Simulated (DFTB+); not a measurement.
# Run report: C3H5P, frequency calculation (part 3 of 4)

The same run, continued: C3H5P, SMILES C=CC=P; DFTB2, R-SCC (DFTB+ 25.1). The geometry was optimised with DFTB2.

Geometry of the input (Å):
```
C  1.4400  0.6132  -0.1868
C  0.1212  0.4221  0.0112
C  -0.4869  -0.8893  0.0141
P  -2.1330  -1.2210  0.2537
H  2.1183  -0.2284  -0.3566
H  1.8763  1.6155  -0.1844
H  -0.5364  1.2900  0.1796
H  0.2110  -1.7244  -0.1580
H  -2.6111  0.1221  0.4271
```

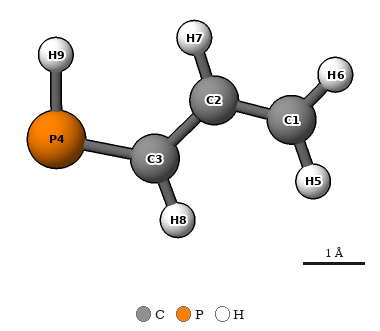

**Figure 1.** The input geometry (ball-and-stick view, seen at a tilt; atoms are numbered from 1 in the order of the input).

**Output, continued**
```
 iSCC Total electronic   Diff electronic      SCC error
    1   -0.89463657E+01    0.00000000E+00    0.15953795E-03
    2   -0.89463657E+01   -0.12527055E-03    0.11530331E-03
    3   -0.89463657E+01   -0.54050631E-09    0.31324635E-04
    4   -0.89463657E+01   -0.33717740E-09    0.99260707E-05
    5   -0.89463657E+01   -0.28746783E-10    0.13500406E-05
    6   -0.89463657E+01   -0.36042280E-11    0.98883025E-07
    7   -0.89463657E+01   -0.19184654E-12    0.14060019E-07
    8   -0.89463657E+01    0.00000000E+00    0.45890063E-08
    9   -0.89463657E+01    0.17763568E-14    0.57757188E-09

Total Energy:                       -8.7737783606 H         -238.7467 eV
Extrapolated to 0K:                 -8.7737783606 H         -238.7467 eV
Total Mermin free energy:           -8.7737783606 H         -238.7467 eV
Force related energy:               -8.7737783606 H         -238.7467 eV

--------------------------------------------------------------------------------

***  Geometry step: 33

 iSCC Total electronic   Diff electronic      SCC error
    1   -0.89461912E+01    0.00000000E+00    0.21739039E-03
    2   -0.89461912E+01    0.17450194E-03    0.15658123E-03
    3   -0.89461912E+01   -0.11274377E-08    0.37472834E-04
    4   -0.89461912E+01   -0.72928152E-09    0.55045838E-05
    5   -0.89461912E+01   -0.68215655E-10    0.11478287E-05
    6   -0.89461912E+01   -0.20037305E-11    0.14088762E-06
    7   -0.89461912E+01   -0.83488771E-13    0.22058446E-07
    8   -0.89461912E+01   -0.71054274E-14    0.10479767E-07
    9   -0.89461912E+01    0.00000000E+00    0.60931127E-09

Total Energy:                       -8.7737783584 H         -238.7467 eV
Extrapolated to 0K:                 -8.7737783584 H         -238.7467 eV
Total Mermin free energy:           -8.7737783584 H         -238.7467 eV
Force related energy:               -8.7737783584 H         -238.7467 eV

--------------------------------------------------------------------------------

***  Geometry step: 34

 iSCC Total electronic   Diff electronic      SCC error
    1   -0.89462786E+01    0.00000000E+00    0.10830988E-03
    2   -0.89462786E+01   -0.87410830E-04    0.77967174E-04
    3   -0.89462786E+01   -0.30704683E-09    0.19477797E-04
    4   -0.89462786E+01   -0.19618440E-09    0.27840098E-05
    5   -0.89462786E+01   -0.18829382E-10    0.84662855E-06
    6   -0.89462786E+01   -0.52580162E-12    0.48645484E-07
    7   -0.89462786E+01   -0.19539925E-13    0.82414827E-08
    8   -0.89462786E+01   -0.17763568E-14    0.62013082E-08
    9   -0.89462786E+01    0.17763568E-14    0.19448909E-09

Total Energy:                       -8.7737784961 H         -238.7467 eV
Extrapolated to 0K:                 -8.7737784961 H         -238.7467 eV
Total Mermin free energy:           -8.7737784961 H         -238.7467 eV
Force related energy:               -8.7737784961 H         -238.7467 eV

--------------------------------------------------------------------------------

***  Geometry step: 35

 iSCC Total electronic   Diff electronic      SCC error
    1   -0.89462782E+01    0.00000000E+00    0.17644930E-04
    2   -0.89462782E+01    0.41458948E-06    0.12789246E-04
    3   -0.89462782E+01   -0.15530688E-10    0.58689427E-05
    4   -0.89462782E+01   -0.74198425E-11    0.68152991E-06
    5   -0.89462782E+01   -0.56132876E-12    0.15672080E-06
    6   -0.89462782E+01   -0.40856207E-13    0.30805240E-07
    7   -0.89462782E+01   -0.17763568E-14    0.26487142E-08
    8   -0.89462782E+01   -0.17763568E-14    0.32290248E-09

Total Energy:                       -8.7737784931 H         -238.7467 eV
Extrapolated to 0K:                 -8.7737784931 H         -238.7467 eV
Total Mermin free energy:           -8.7737784931 H         -238.7467 eV
Force related energy:               -8.7737784931 H         -238.7467 eV

--------------------------------------------------------------------------------

***  Geometry step: 36

 iSCC Total electronic   Diff electronic      SCC error
    1   -0.89462253E+01    0.00000000E+00    0.78454738E-04
    2   -0.89462253E+01    0.52878819E-04    0.56024184E-04
    3   -0.89462253E+01   -0.36981085E-09    0.30013573E-04
    4   -0.89462253E+01   -0.95182529E-10    0.61913869E-05
    5   -0.89462253E+01   -0.18195223E-10    0.74041599E-06
    6   -0.89462253E+01   -0.15880630E-11    0.10852064E-06
    7   -0.89462253E+01   -0.56843419E-13    0.10200131E-07
    8   -0.89462253E+01   -0.17763568E-14    0.62246714E-08
    9   -0.89462253E+01    0.00000000E+00    0.78381324E-09

Total Energy:                       -8.7737784329 H         -238.7467 eV
Extrapolated to 0K:                 -8.7737784329 H         -238.7467 eV
Total Mermin free energy:           -8.7737784329 H         -238.7467 eV
Force related energy:               -8.7737784329 H         -238.7467 eV

--------------------------------------------------------------------------------

***  Geometry step: 37

 iSCC Total electronic   Diff electronic      SCC error
    1   -0.89463315E+01    0.00000000E+00    0.15748915E-03
    2   -0.89463315E+01   -0.10618773E-03    0.11239453E-03
    3   -0.89463315E+01   -0.16603465E-08    0.61386652E-04
    4   -0.89463315E+01   -0.42352966E-09    0.13718070E-04
    5   -0.89463315E+01   -0.82231111E-10    0.16146029E-05
    6   -0.89463315E+01   -0.79207751E-11    0.26032151E-06
    7   -0.89463315E+01   -0.25224267E-12    0.25898353E-07
    8   -0.89463315E+01   -0.71054274E-14    0.12927848E-07
    9   -0.89463315E+01   -0.17763568E-14    0.15992715E-08
   10   -0.89463315E+01    0.00000000E+00    0.73881345E-10

Total Energy:                       -8.7737784265 H         -238.7467 eV
Extrapolated to 0K:                 -8.7737784265 H         -238.7467 eV
Total Mermin free energy:           -8.7737784265 H         -238.7467 eV
Force related energy:               -8.7737784265 H         -238.7467 eV

--------------------------------------------------------------------------------

***  Geometry step: 38

 iSCC Total electronic   Diff electronic      SCC error
    1   -0.89463485E+01    0.00000000E+00    0.52622808E-04
    2   -0.89463485E+01   -0.17002146E-04    0.32526301E-04
    3   -0.89463485E+01   -0.39195847E-09    0.11102374E-04
    4   -0.89463485E+01   -0.13890933E-09    0.44043214E-05
    5   -0.89463485E+01   -0.86988194E-11    0.12155668E-05
    6   -0.89463485E+01   -0.12416734E-11    0.91636241E-07
    7   -0.89463485E+01   -0.63948846E-13    0.64471646E-08
    8   -0.89463485E+01   -0.17763568E-14    0.39389437E-08
    9   -0.89463485E+01    0.17763568E-14    0.26867308E-09

Total Energy:                       -8.7737783933 H         -238.7467 eV
Extrapolated to 0K:                 -8.7737783933 H         -238.7467 eV
Total Mermin free energy:           -8.7737783933 H         -238.7467 eV
Force related energy:               -8.7737783933 H         -238.7467 eV

--------------------------------------------------------------------------------

***  Geometry step: 39

 iSCC Total electronic   Diff electronic      SCC error
    1   -0.89462084E+01    0.00000000E+00    0.21690401E-03
    2   -0.89462084E+01    0.14015933E-03    0.15619733E-03
    3   -0.89462084E+01   -0.13275478E-08    0.40700535E-04
    4   -0.89462084E+01   -0.76874507E-09    0.96890538E-05
    5   -0.89462084E+01   -0.50887294E-10    0.26889095E-05
    6   -0.89462084E+01   -0.11262102E-10    0.37915123E-06
    7   -0.89462084E+01   -0.47961635E-12    0.16224678E-07
    8   -0.89462084E+01   -0.10658141E-13    0.11906132E-07
    9   -0.89462084E+01    0.17763568E-14    0.82444174E-09

Total Energy:                       -8.7737783965 H         -238.7467 eV
Extrapolated to 0K:                 -8.7737783965 H         -238.7467 eV
Total Mermin free energy:           -8.7737783965 H         -238.7467 eV
Force related energy:               -8.7737783965 H         -238.7467 eV

--------------------------------------------------------------------------------

***  Geometry step: 40

 iSCC Total electronic   Diff electronic      SCC error
    1   -0.89462920E+01    0.00000000E+00    0.12887667E-03
    2   -0.89462920E+01   -0.83645239E-04    0.92737816E-04
    3   -0.89462920E+01   -0.45248782E-09    0.25576765E-04
    4   -0.89462920E+01   -0.25077540E-09    0.54095691E-05
    5   -0.89462920E+01   -0.19346302E-10    0.15089343E-05
    6   -0.89462920E+01   -0.38937742E-11    0.22086881E-06
    7   -0.89462920E+01   -0.10480505E-12    0.93500951E-08
    8   -0.89462920E+01    0.00000000E+00    0.67656143E-08
    9   -0.89462920E+01   -0.35527137E-14    0.71687634E-09

Total Energy:                       -8.7737784898 H         -238.7467 eV
Extrapolated to 0K:                 -8.7737784898 H         -238.7467 eV
Total Mermin free energy:           -8.7737784898 H         -238.7467 eV
Force related energy:               -8.7737784898 H         -238.7467 eV

--------------------------------------------------------------------------------

***  Geometry step: 41

 iSCC Total electronic   Diff electronic      SCC error
    1   -0.89462648E+01    0.00000000E+00    0.40972573E-04
    2   -0.89462648E+01    0.27191142E-04    0.29341262E-04
    3   -0.89462648E+01   -0.66160410E-10    0.13073192E-04
    4   -0.89462648E+01   -0.22007285E-10    0.22572587E-05
    5   -0.89462648E+01   -0.38955505E-11    0.30504522E-06
    6   -0.89462648E+01   -0.37481129E-12    0.78516266E-07
    7   -0.89462648E+01   -0.53290705E-14    0.45879716E-08
    8   -0.89462648E+01   -0.53290705E-14    0.22779295E-08
    9   -0.89462648E+01    0.35527137E-14    0.40213943E-09

Total Energy:                       -8.7737784870 H         -238.7467 eV
Extrapolated to 0K:                 -8.7737784870 H         -238.7467 eV
Total Mermin free energy:           -8.7737784870 H         -238.7467 eV
Force related energy:               -8.7737784870 H         -238.7467 eV

--------------------------------------------------------------------------------

***  Geometry step: 42

 iSCC Total electronic   Diff electronic      SCC error
    1   -0.89463348E+01    0.00000000E+00    0.66215676E-04
    2   -0.89463348E+01   -0.69974163E-04    0.47395589E-04
    3   -0.89463348E+01   -0.13025492E-09    0.14043025E-04
    4   -0.89463348E+01   -0.61451289E-10    0.11029754E-05
    5   -0.89463348E+01   -0.86917140E-11    0.55935227E-06
    6   -0.89463348E+01   -0.35882408E-12    0.40163431E-07
    7   -0.89463348E+01   -0.15987212E-13    0.46073204E-08
    8   -0.89463348E+01    0.00000000E+00    0.30142489E-08
    9   -0.89463348E+01    0.00000000E+00    0.95004227E-10

Total Energy:                       -8.7737784285 H         -238.7467 eV
Extrapolated to 0K:                 -8.7737784285 H         -238.7467 eV
Total Mermin free energy:           -8.7737784285 H         -238.7467 eV
Force related energy:               -8.7737784285 H         -238.7467 eV

--------------------------------------------------------------------------------

***  Geometry step: 43

 iSCC Total electronic   Diff electronic      SCC error
    1   -0.89462221E+01    0.00000000E+00    0.13447100E-03
    2   -0.89462221E+01    0.11272590E-03    0.97483776E-04
    3   -0.89462221E+01   -0.79720941E-09    0.46149850E-04
    4   -0.89462221E+01   -0.26013147E-09    0.48946513E-05
    5   -0.89462221E+01   -0.45542237E-10    0.97950460E-06
    6   -0.89462221E+01   -0.23661073E-11    0.15854674E-06
    7   -0.89462221E+01   -0.69277917E-13    0.12430817E-07
    8   -0.89462221E+01    0.00000000E+00    0.82970684E-08
    9   -0.89462221E+01    0.00000000E+00    0.50319082E-09

Total Energy:                       -8.7737784272 H         -238.7467 eV
Extrapolated to 0K:                 -8.7737784272 H         -238.7467 eV
Total Mermin free energy:           -8.7737784272 H         -238.7467 eV
Force related energy:               -8.7737784272 H         -238.7467 eV

--------------------------------------------------------------------------------

***  Geometry step: 44

 iSCC Total electronic   Diff electronic      SCC error
    1   -0.89462110E+01    0.00000000E+00    0.69797159E-04
    2   -0.89462110E+01    0.11079224E-04    0.24515753E-04
    3   -0.89462110E+01   -0.58302341E-09    0.12066473E-04
    4   -0.89462110E+01   -0.77299944E-10    0.21388470E-05
    5   -0.89462110E+01   -0.15729640E-10    0.64846479E-06
    6   -0.89462110E+01   -0.33217873E-12    0.62536204E-07
    7   -0.89462110E+01   -0.23092639E-13    0.47143682E-08
    8   -0.89462110E+01   -0.35527137E-14    0.31586470E-08
    9   -0.89462110E+01    0.00000000E+00    0.25454128E-09

Total Energy:                       -8.7737784005 H         -238.7467 eV
Extrapolated to 0K:                 -8.7737784005 H         -238.7467 eV
Total Mermin free energy:           -8.7737784005 H         -238.7467 eV
Force related energy:               -8.7737784005 H         -238.7467 eV

--------------------------------------------------------------------------------

***  Geometry step: 45

 iSCC Total electronic   Diff electronic      SCC error
    1   -0.89463459E+01    0.00000000E+00    0.18481857E-03
    2   -0.89463459E+01   -0.13489855E-03    0.12990409E-03
    3   -0.89463459E+01   -0.14341115E-08    0.49134759E-04
    4   -0.89463459E+01   -0.60464167E-09    0.12487345E-04
    5   -0.89463459E+01   -0.68917316E-10    0.22715015E-05
    6   -0.89463459E+01   -0.74251716E-11    0.31566775E-06
    7   -0.89463459E+01   -0.39079850E-12    0.27795573E-07
    8   -0.89463459E+01   -0.10658141E-13    0.20025477E-07
    9   -0.89463459E+01    0.00000000E+00    0.15018232E-08
   10   -0.89463459E+01    0.00000000E+00    0.77280515E-10

Total Energy:                       -8.7737784033 H         -238.7467 eV
Extrapolated to 0K:                 -8.7737784033 H         -238.7467 eV
Total Mermin free energy:           -8.7737784033 H         -238.7467 eV
Force related energy:               -8.7737784033 H         -238.7467 eV

--------------------------------------------------------------------------------

***  Geometry step: 46

 iSCC Total electronic   Diff electronic      SCC error
    1   -0.89462645E+01    0.00000000E+00    0.10826849E-03
    2   -0.89462645E+01    0.81369232E-04    0.77335362E-04
    3   -0.89462645E+01   -0.41374548E-09    0.25534281E-04
    4   -0.89462645E+01   -0.20321522E-09    0.69269726E-05
    5   -0.89462645E+01   -0.18834712E-10    0.12809680E-05
    6   -0.89462645E+01   -0.24744651E-11    0.18434393E-06
    7   -0.89462645E+01   -0.12434498E-12    0.15002019E-07
    8   -0.89462645E+01   -0.35527137E-14    0.10540777E-07
    9   -0.89462645E+01    0.00000000E+00    0.87286134E-09

Total Energy:                       -8.7737784913 H         -238.7467 eV
Extrapolated to 0K:                 -8.7737784913 H         -238.7467 eV
Total Mermin free energy:           -8.7737784913 H         -238.7467 eV
Force related energy:               -8.7737784913 H         -238.7467 eV

--------------------------------------------------------------------------------

***  Geometry step: 47

 iSCC Total electronic   Diff electronic      SCC error
    1   -0.89462923E+01    0.00000000E+00    0.34543903E-04
    2   -0.89462923E+01   -0.27789382E-04    0.24698230E-04
    3   -0.89462923E+01   -0.26757263E-10    0.43811910E-05
    4   -0.89462923E+01   -0.16958879E-10    0.13292306E-05
    5   -0.89462923E+01   -0.14832580E-11    0.29435231E-06
    6   -0.89462923E+01   -0.12079227E-12    0.50718259E-07
    7   -0.89462923E+01   -0.17763568E-14    0.25777334E-08
    8   -0.89462923E+01   -0.53290705E-14    0.14802248E-08
    9   -0.89462923E+01    0.17763568E-14    0.12996948E-09

Total Energy:                       -8.7737784896 H         -238.7467 eV
Extrapolated to 0K:                 -8.7737784896 H         -238.7467 eV
Total Mermin free energy:           -8.7737784896 H         -238.7467 eV
Force related energy:               -8.7737784896 H         -238.7467 eV

--------------------------------------------------------------------------------

***  Geometry step: 48

 iSCC Total electronic   Diff electronic      SCC error
    1   -0.89462654E+01    0.00000000E+00    0.48317490E-04
    2   -0.89462654E+01    0.26966519E-04    0.31993189E-04
    3   -0.89462654E+01   -0.12956392E-09    0.10697759E-04
    4   -0.89462654E+01   -0.56406435E-10    0.13766374E-05
    5   -0.89462654E+01   -0.37854164E-11    0.53119570E-06
    6   -0.89462654E+01   -0.21138646E-12    0.11041853E-06
    7   -0.89462654E+01   -0.15987212E-13    0.48219043E-08
    8   -0.89462654E+01   -0.17763568E-14    0.27513387E-08
    9   -0.89462654E+01    0.17763568E-14    0.10340961E-09

Total Energy:                       -8.7737784874 H         -238.7467 eV
Extrapolated to 0K:                 -8.7737784874 H         -238.7467 eV
Total Mermin free energy:           -8.7737784874 H         -238.7467 eV
Force related energy:               -8.7737784874 H         -238.7467 eV

--------------------------------------------------------------------------------

***  Geometry step: 49

 iSCC Total electronic   Diff electronic      SCC error
    1   -0.89462915E+01    0.00000000E+00    0.10106315E-03
    2   -0.89462915E+01   -0.26165609E-04    0.66693593E-04
    3   -0.89462915E+01   -0.58522609E-09    0.23569108E-04
    4   -0.89462915E+01   -0.25306157E-09    0.42789906E-05
    5   -0.89462915E+01   -0.22359004E-10    0.70059705E-06
    6   -0.89462915E+01   -0.92903463E-12    0.20270446E-06
    7   -0.89462915E+01   -0.49737992E-13    0.12114227E-07
    8   -0.89462915E+01   -0.35527137E-14    0.77204437E-08
    9   -0.89462915E+01    0.17763568E-14    0.13429857E-09
```
